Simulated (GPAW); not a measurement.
# Core-hole calculation of the Sn K edge in SnF4 (I4/mmm), part 2 of 2

What does one-electron theory with a core hole give for the Sn K edge of SnF4 (I4/mmm)?

GPAW 26.7.0; X-ray absorption from dipole matrix elements to empty bands, plane-wave PAW LDA.

So far. Step 2 (Ground state of the crystal): The mesh shows a gap of 3.33 eV, so the hole is first treated in a charged cell, without the excited electron. Step 3 (Spectrum without a core hole, Sn atom 1): Main maxima below 30 eV (height): 8.8 eV (1.46). A K edge sees empty p states on the absorber.

## 5. Spectrum with FCH, Sn atom 1

The holes are 4.9 Å apart. In GPAW the data set carries the hole's charge, so charge=0 means a charged cell and charge=-1 a neutral one. The excited electron is left out and a uniform background balances the charge. After the field has converged, empty bands are computed with the density fixed and the dipole matrix elements are summed.

File xas.py:

```python
import numpy as np
from ase import Atoms
from ase.parallel import parprint, paropen
from gpaw import GPAW, PW, FermiDirac, Mixer, MixerDif, setup_paths
from gpaw.test import gen
setup_paths.insert(0, '.')
gen('Sn', name='fch1s', xcname='LDA', corehole=(1, 0, 1), write_xml=True)
from gpaw.mpi import world
world.barrier()

atoms = Atoms('Sn2F8',
    cell=[[-2.025, 2.025, 3.965],
     [2.025, -2.025, 3.965],
     [4.05, 4.05, 0]],
    scaled_positions=[[0, 0, 0],
     [0.5, 0.5, 0.5],
     [0.75, 0.25, 0.25],
     [0.25, 0.75, 0.75],
     [0.25, 0.75, 0.25],
     [0.75, 0.25, 0.75],
     [0.763, 0.763, 0],
     [0.263, 0.263, 0.5],
     [0.237, 0.237, 0],
     [0.737, 0.737, 0.5]],
    pbc=True)
atoms.calc = calc = GPAW(legacy_gpaw=True, mode=PW(500, force_complex_dtype=True), xc='LDA', setups={0: 'fch1s'},
    kpts={'size': (4, 4, 3), 'gamma': True}, occupations=FermiDirac(0.02),
    charge=0, mixer=Mixer(0.1, 5, 50), maxiter=150,
    convergence={'density': 0.0001, 'eigenstates': 1e-6}, txt='scf.txt')
energy = atoms.get_potential_energy() + calc.get_reference_energy()
ef = calc.get_fermi_level()
out = dict(energy=energy, fermi=ef, forces=atoms.get_forces().tolist())
parprint(f'all-electron energy {energy:.4f} eV, Fermi level {ef:.4f} eV')
ev = np.array([[calc.get_eigenvalues(k, s) for k in range(len(calc.get_ibz_k_points()))] for s in range(calc.get_number_of_spins())])
out['homo'], out['lumo'], out['counts'] = ev[ev < ef].max(), ev[ev > ef].min(), sorted(set((ev < ef).sum((0, 2)).tolist()))
out['filled'] = (ev[:, 0] < ef).sum(1).tolist()

from ase.units import Ha
from gpaw.xas import dipole_matrix_elements
nb = int(calc.get_number_of_electrons() / 2) + 80
top, nb = nb, nb + 8 + nb // 12
nscf = calc.fixed_density(kpts={'size': (4, 4, 4), 'gamma': True}, nbands=nb,
    convergence={'bands': top, 'eigenstates': 5e-3}, maxiter=60, txt='nscf.txt')
cell = atoms.cell.array
ops = [cell.T @ U.T @ np.linalg.inv(cell.T) for U in nscf.wfs.kd.symmetry.op_scc]
filled = [42]  # bands filled in the ground state, by spin
E = np.arange(-6, 34, 0.1)
fwhm = np.interp(E, [4, 25], [8.49, 8.49])
Y, X, zero, highest = 0, 0, 1e9, 1e9
for spin in range(nscf.get_number_of_spins()):
    wfs = nscf.wfs
    mine = wfs.bd.get_slice()  # this rank's bands
    A = dipole_matrix_elements(wfs.setups[0])
    eps = np.zeros((wfs.kd.nibzkpts, nb))
    d = np.zeros((3, A.shape[1], wfs.kd.nibzkpts, nb), complex)
    for kpt in wfs.kpt_u:
        if kpt.s == spin and 0 in kpt.P_ani:
            eps[kpt.k, mine] = kpt.eps_n * Ha
            d[:, :, kpt.k, mine] = (kpt.weight * wfs.nspins / 2) ** 0.5 * np.inner(A, kpt.P_ani[0])
    world.sum(eps)
    world.sum(d)
    T = np.einsum('amkn,bmkn->abkn', d, d.conj()).real
    T = sum(np.einsum('ai,ijkn,bj->abkn', R, T, R) for R in ops) / len(ops)
    empty = np.ones_like(eps, bool) & (np.arange(nb) >= filled[spin])
    zero, highest = min(zero, eps[empty].min()), min(highest, eps[:, top - 1].min())
    lines = [(eps, T, empty)] if spin == 0 else lines + [(eps, T, empty)]
for eps, T, empty in lines:
    f = np.einsum('aakn->akn', T).reshape(3, -1)
    x = eps.ravel() - zero
    w = np.interp(x, E, fwhm) / 2.35482
    g = np.exp(-0.5 * ((E[:, None] - x) / w) ** 2) / (w * (2 * np.pi) ** 0.5)
    Y = Y + (f * empty.ravel()) @ g.T
    X = X + (f * ~empty.ravel()) @ g.T
out.update(E=E.round(2).tolist(), xas=Y.tolist(), xes=X.tolist(), zero=zero, valid=highest - zero, nk=len(eps), nb=nb)
for i in range(0, len(E), 10):
    parprint(f'{E[i]:7.2f}', *(f'{v:10.3e}' for v in Y[:, i]))
import json
with paropen('out.json', 'w') as f:
    json.dump(out, f)
```

On the command line:

```bash
$ OMP_NUM_THREADS=1 mpirun -n 4 gpaw python xas.py
```

Numbers of over 12 decimals in the logs are rounded to 6 here.

The log of the run:

```text
Input parameters:
  convergence: {density: 0.0001,
                eigenstates: 1e-06}
  kpts: {gamma: True,
         size: (4, 4, 3)}
  maxiter: 150
  mixer: {backend: pulay,
          beta: 0.1,
          method: separate,
          nmaxold: 5,
          weight: 50}
  mode: {ecut: 500.0,
         force_complex_dtype: True,
         name: pw}
  occupations: {fixmagmom: False,
                name: fermi-dirac,
                width: 0.02}
  setups: {0: fch1s}

Initialize ...

[... PAW data sets ...]

Reference energy: -328058.326238  # eV

Spin-paired calculation

[... convergence settings ...]
Symmetries present (total): 8
  [... symmetry matrices ...]

48 k-points: 4 x 4 x 3 Monkhorst-Pack grid + [1/8,1/8,0.000000]
14 k-points in the irreducible part of the Brillouin zone
       k-points in crystal coordinates                weights
   0:     0.00000000    0.00000000    0.00000000          1/48
   1:     0.00000000    0.00000000    0.33333333          2/48
   2:     0.25000000   -0.25000000    0.00000000          2/48
   3:     0.25000000   -0.25000000    0.33333333          4/48
   4:     0.25000000    0.00000000    0.00000000          4/48
   5:     0.25000000    0.00000000    0.33333333          8/48
   6:     0.25000000    0.25000000    0.00000000          2/48
   7:     0.25000000    0.25000000    0.33333333          4/48
   8:     0.50000000    0.00000000    0.00000000          2/48
   9:     0.50000000    0.00000000    0.33333333          4/48
          ...
  13:     0.50000000    0.50000000    0.33333333          2/48

Wave functions: Plane wave expansion
  Cutoff energy: 500.000 eV
  Number of coefficients (min, max): 3288, 3332
  Pulay-stress correction: 0.000000 eV/Ang^3 (de/decut=0.000000)
  Using FFTW library
  Wavefunction extrapolation:
    Improved wavefunction reuse through dual PAW basis

Occupation numbers: Fermi-Dirac:
  width: 0.0200  # eV

Eigensolver
   Davidson(niter=2)

Densities:
  Coarse grid: 27*27*30 grid
  Fine grid: 54*54*60 grid
  Total Charge: 1.000000

Density mixing:
  Method: separate
  Backend: pulay
  Linear mixing parameter: 0.1
  old densities: 5
  Width of damping distribution: 1.1
  Damping of long wavelength oscillations: 50

[... Hamiltonian set-up ...]
Number of atoms: 10
Number of atomic orbitals: 50
Number of bands in calculation: 50
Number of valence electrons: 84
Bands to converge: occupied

... initialized

Initializing position-dependent things.

Density initialized from atomic densities
Creating initial wave functions:
  50 bands from LCAO basis set

              F
       F       F
        F     Sn   F

            F
              F
       F

       Sn

Atomic positions and initial magnetic moments

Positions:
   0 Sn     0.000000    0.000000    0.000000    ( 0.0000,  0.0000,  0.0000)
   1 Sn     2.025000    2.025000    3.965000    ( 0.0000,  0.0000,  0.0000)
   2 F      0.000000    2.025000    3.965000    ( 0.0000,  0.0000,  0.0000)
   3 F      4.050000    2.025000    3.965000    ( 0.0000,  0.0000,  0.0000)
   4 F      2.025000    0.000000    3.965000    ( 0.0000,  0.0000,  0.0000)
   5 F      2.025000    4.050000    3.965000    ( 0.0000,  0.0000,  0.0000)
   6 F     -0.000000    0.000000    6.050590    ( 0.0000,  0.0000,  0.0000)
   7 F      2.025000    2.025000    2.085590    ( 0.0000,  0.0000,  0.0000)
   8 F      0.000000   -0.000000    1.879410    ( 0.0000,  0.0000,  0.0000)
   9 F      2.025000    2.025000    5.844410    ( 0.0000,  0.0000,  0.0000)

Unit cell:
           periodic     x           y           z      points  spacing
  1. axis:    yes   -2.025000    2.025000    3.965000    27     0.1720
  2. axis:    yes    2.025000   -2.025000    3.965000    27     0.1720
  3. axis:    yes    4.050000    4.050000    0.000000    30     0.1909

  Lengths:   4.891061   4.891061   5.727565
  Angles:   90.000000  90.000000  71.678560

Effective grid spacing dv^(1/3) = 0.1812

iter:   1   -67.621718
iter:   2   -65.039974   -0.97  -1.11
iter:   3   -62.087009   -0.46  -1.20
iter:   4   -61.987239   -1.52  -1.51
iter:   5   -61.836098   -1.79  -1.77
iter:   6   -61.846047   -2.25  -2.27
iter:   7   -61.795972   -2.82  -2.20
iter:   8   -61.791242   -2.82  -2.61
iter:   9   -61.788627c  -3.63  -2.84
iter:  10   -61.788520c  -5.55  -3.31
iter:  11   -61.788365c  -4.89  -3.40
iter:  12   -61.788354c  -4.99  -3.72
iter:  13   -61.788323c  -5.66  -3.74
iter:  14   -61.788321c  -6.97c -4.08c

Converged after 14 iterations.

Dipole moment: (-0.000000, -0.000000, 0.000000) |e|*Ang

Energy contributions relative to reference atoms: (reference = -328058.326238)

Kinetic:        +27.830857
Potential:      -39.308360
External:        +0.000000
XC:             -50.774214
Entropy (-ST):   -0.000000
Local:           +0.463397
SIC:             +0.000000
--------------------------
Free energy:    -61.788321
Extrapolated:   -61.788321

Showing only first 2 kpts
 Kpt  Band  Eigenvalues  Occupancy
  0    40      0.13187    2.00000
  0    41      0.25006    2.00000
  0    42      2.18274    0.00000
  0    43      6.95711    0.00000

  1    40     -0.07932    2.00000
  1    41      0.27215    2.00000
  1    42      2.75141    0.00000
[...]
Fermi level: 1.33495

Gap: 1.720 eV
Transition (v -> c):
  (s=0, k=12, n=41, [0.50, 0.50, 0.00]) -> (s=0, k=0, n=42, [0.00, 0.00, 0.00])
Direct/indirect transitions are different
Direct gap: 1.933 eV
Transition at: (s=0, k=0, n=41, [0.00, 0.00, 0.00])

Forces in eV/Ang:
  0 Sn   -0.00000    0.00000    0.00000
  1 Sn    0.00000    0.00000    0.00000
  2 F    -2.07857   -0.06306    0.00000
  3 F     2.07857    0.06306    0.00000
  4 F    -0.06306   -2.07857    0.00000
  5 F     0.06306    2.07857    0.00000
  6 F     0.00000    0.00000    2.16794
  7 F     0.00000    0.00000    0.52776
  8 F    -0.00000    0.00000   -2.16794
  9 F     0.00000   -0.00000   -0.52776
Scalar-relativistic atomic LDA calculation for Sn (Tin, Z=50)
Core hole in 1s state (1s occupation: 1.0)
750 radial gridpoints.
|------------------------------------------------|
|------------------------------------------------|
[... the atom generator's iteration count ...]

Energy contributions:
-------------------------
Kinetic:    +5276.056261
XC:          -143.890541
Potential: -10225.661103
-------------------------
Total:      -5093.495383

state      eigenvalue         ekin         rmax
-----------------------------------------------
1s^1.0 : -1088.196241  1367.904766        0.019
2s^2.0 :  -167.334963   290.036643        0.105
2p^6.0 :  -152.111082   277.465433        0.083
3s^2.0 :   -33.069662    83.401320        0.303
3p^6.0 :   -27.833859    78.099019        0.294
3d^10.0:   -19.332510    71.560928        0.244
4s^2.0 :    -5.688765    22.953194        0.727
4p^6.0 :    -4.044466    19.741147        0.763
4d^10.0:    -1.556882    13.630167        0.846
5s^2.0 :    -0.761474     3.525616        1.879
5p^2.0 :    -0.450294     2.286700        2.241
-----------------------------------------------
(units: Bohr and Hartree)

Generating PAW setup
Kinetic energy of the core from tauc = 5260.686108729569
Cutoffs:
rc(s)=2.270
rc(p)=2.400
rc(d)=2.240
rc(vbar)=2.250
rc(comp)=2.260
rc(nct)=2.400

Kinetic energy of the core states: 5128.129960
Charge: 1.0
Core electrons: 35.0
Valence electrons: 14.0
Pseudo-core charge: 0.221958
Shape function alpha=1.958
Pseudo-electron charge 6.372038
state    eigenvalue         norm
--------------------------------
5s(2) :    -0.761474     1.228420
*s    :     0.238526
5p(2) :    -0.450294     1.048618
*p    :     0.549706
4d(10):    -1.556882     0.159600
*d    :    -0.556882
--------------------------------

Diagonalizing with gridspacing h=0.050

state   all-electron     PAW
-------------------------------
5s:      -0.761474    -0.762236
5p:      -0.450294    -0.451667
4d:      -1.556882    -1.557625
*f:                   -0.025424
-------------------------------
all-electron energy -328120.1146 eV, Fermi level 1.3349 eV
[...]
31.00  8.908e-09  8.908e-09  1.470e-08
  32.00  9.092e-09  9.092e-09  1.420e-08
  33.00  9.389e-09  9.389e-09  1.323e-08
```

Run time: 38 s. Hardware: 4 MPI ranks of Intel Xeon Platinum 8488C (Sapphire Rapids), shared host; peak memory 0.33 GiB.

The Sn K spectrum, Sn atom 1, full core hole (charged cell) (energy from the lowest empty level; intensity scaled to a mean of 1 over the first 20 eV; polarised curves are means over the symmetry-equivalent atoms):

```csv
E (eV),isotropic,ε ⊥ c,ε ∥ c
-2.0,0.12,0.15,0.04
-0.5,0.26,0.33,0.10
1.0,0.49,0.62,0.24
2.5,0.81,0.98,0.48
4.0,1.17,1.36,0.79
5.5,1.45,1.62,1.12
7.0,1.58,1.68,1.37
8.5,1.51,1.54,1.45
10.0,1.30,1.27,1.37
11.5,1.06,0.99,1.21
13.0,0.86,0.77,1.05
14.5,0.75,0.65,0.95
16.0,0.71,0.61,0.92
17.5,0.70,0.60,0.91
19.0,0.70,0.60,0.89
20.5,0.66,0.58,0.83
22.0,0.60,0.54,0.73
23.5,0.53,0.48,0.63
25.0,0.48,0.43,0.56
26.5,0.45,0.40,0.55
28.0,0.44,0.38,0.58
29.5,0.45,0.37,0.61
31.0,0.45,0.37,0.62
```

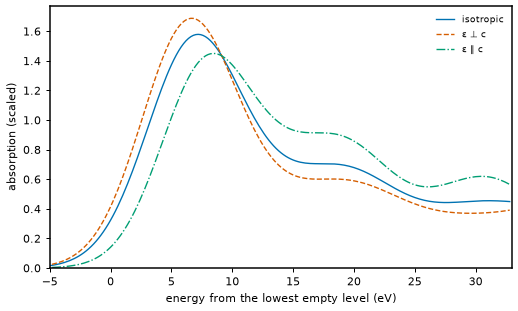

The Sn K edge, Sn atom 1, full core hole (charged cell): main maxima at 7.2 eV.

Main maxima below 30 eV (height): 7.2 eV (1.58). 

## 6. With and without the hole

Both curves are counted from their own zero, so only the shift of weight within the empty states shows.

```csv
E (eV),no hole,FCH
-2.0,0.07,0.12
-1.0,0.11,0.20
0.0,0.19,0.32
1.0,0.29,0.49
2.0,0.43,0.70
3.0,0.61,0.93
4.0,0.81,1.17
5.0,1.01,1.37
6.0,1.20,1.52
7.0,1.35,1.58
8.0,1.44,1.55
9.0,1.46,1.45
10.0,1.42,1.30
11.0,1.33,1.14
12.0,1.23,0.99
13.0,1.12,0.86
14.0,1.04,0.78
15.0,0.98,0.73
16.0,0.94,0.71
17.0,0.92,0.70
18.0,0.91,0.70
19.0,0.88,0.70
20.0,0.84,0.68
21.0,0.79,0.65
22.0,0.72,0.60
23.0,0.66,0.56
24.0,0.60,0.51
25.0,0.56,0.48
26.0,0.54,0.45
27.0,0.53,0.44
28.0,0.54,0.44
29.0,0.56,0.45
30.0,0.58,0.45
31.0,0.59,0.45
32.0,0.59,0.45
```

With each curve scaled to its own mean, the area from −2 to 6 eV with the hole is 6.0 against 4.1, and the centre of weight from −1 to 20 eV moves by -1.2 eV: the hole pulls the absorber's empty states down.

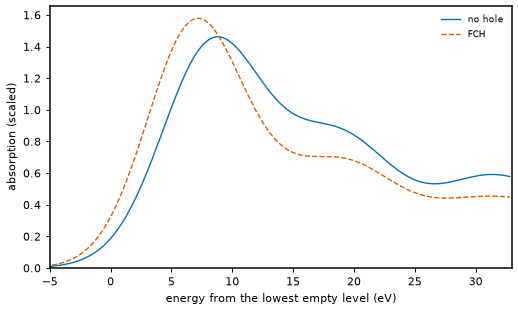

The Sn K edge with and without the core hole, each from its own zero; the highest intensity below 24 eV lies at 7.2 eV with the hole.

## 7. What came out

| Quantity | Value |
| --- | --- |
| absorber and edge | Sn K, atom 1 of the ground-state input (counted from 1) |
| surroundings | 2 F at 1.88 Å and 4 F at 2.02 Å (distorted octahedral, site symmetry 4/mmm) |
| highest intensity below 24 eV | 7.2 eV above the zero, height 1.58 |

In words: The Sn K edge of atom 1, with 2 F at 1.88 Å and 4 F at 2.02 Å (distorted octahedral, site symmetry 4/mmm), has its highest intensity of the first 24 eV at 7.2 eV above the zero, 1.6 times the mean level of the first 20 eV (Gaussian full width 8.49 eV). With each curve scaled to its own mean, the area from −2 to 6 eV with the hole is 6.0 against 4.1, and the centre of weight from −1 to 20 eV moves by -1.2 eV: the hole pulls the absorber's empty states down. At the Sn K edge of atom 1 polarisation matters most near 4.0 eV, where the curves differ by 0.6 on this scale. The script folds with a Gaussian, whereas the core hole's own line is a Lorentzian, so the onset is too steep and the first peak too high. The holes are only 4.9 Å apart, so the shape is probably not converged with cell size; no larger cell was run here. The structure is a published determination, not relaxed.

[Banner, clock and machine lines of the logs are left out without a mark of their own.]

[Logs are printed without paths, hosts, clocks, repeated set-up lines and the standing remarks that a program may print on its own settings, such as how far it seeks lower states.]

[Hosts, paths, dates, database ids (printed as entryN), source tags and the programs' standing remarks are cut or masked in the printed files.]

[Lists of maxima count a maximum above −3 eV only where it reaches 4 % of the highest in the window and stands out from its surroundings by 2 % of it (1.5 % where it reaches 55 %); shoulders and weaker maxima are passed over, and of the rest the first, up to two pre-edge ones and the few strongest are named.]
